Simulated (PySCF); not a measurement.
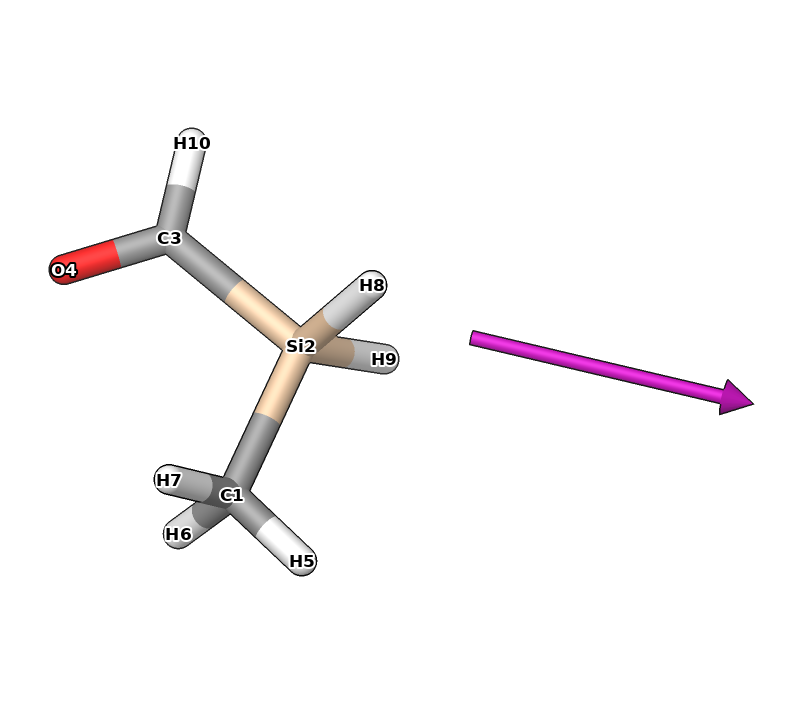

The arrow beside the molecule shows the direction of the dipole moment, from the negative to the positive end (its length means nothing). The computed structure is the end point of a PBE0-D3(BJ)/def2-SVP optimisation. No frequency run is at hand to confirm it as a minimum. Properties computed with B3LYP/6-31G*, gas phase (PySCF 2.14.0).

Q: Estimate the dipole moment.

A: 1.73 D; it points from the side of O4 to the side of H5, H8, H9 (the outermost atoms at the two ends).
